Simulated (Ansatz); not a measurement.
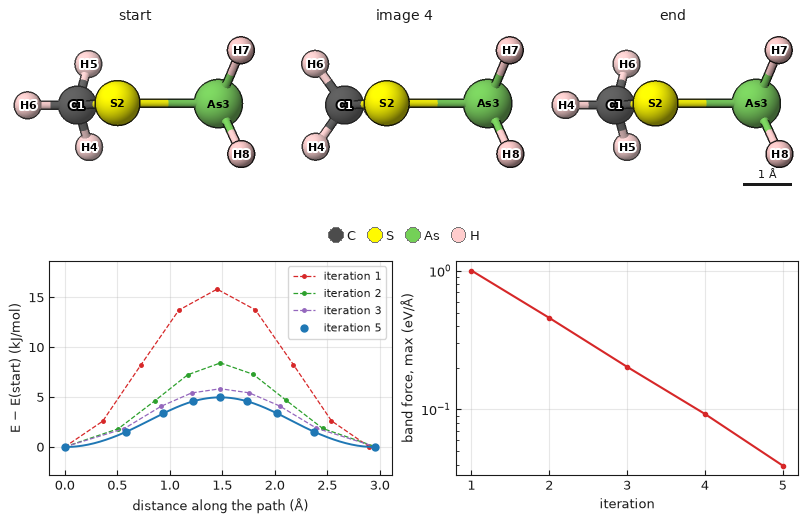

NEB run on CH5AsS. Images are numbered from 0 (start) to 8 (end). The plot follows the band through its iterations. The picture is a ball-and-stick view, seen at a tilt.

Theory: RHF/def2-mTZVP in Ansatz 0.2.0. Set-up: 7 movable images; climbing image; force threshold 0.05 eV/Å; iteration limit 60; starting path by image-dependent pair potential.

Question: How did the profile develop, and is the result final?

Answer: The run is converged, with reservations. The band converged in 5 iterations. The largest component of the band force went from 1 to 0.039 eV/Å. The climbing image converged on the top of the path. Its curvatures weren't checked. The first iteration put the highest image at 15.83 kJ/mol. The two ends have the same energy, and the highest point, image 4, lies 4.97 kJ/mol above the start.

Cost: 74 s on 1 thread of Arm Neoverse V2, with other jobs on the host, peak memory 0.28 GiB.
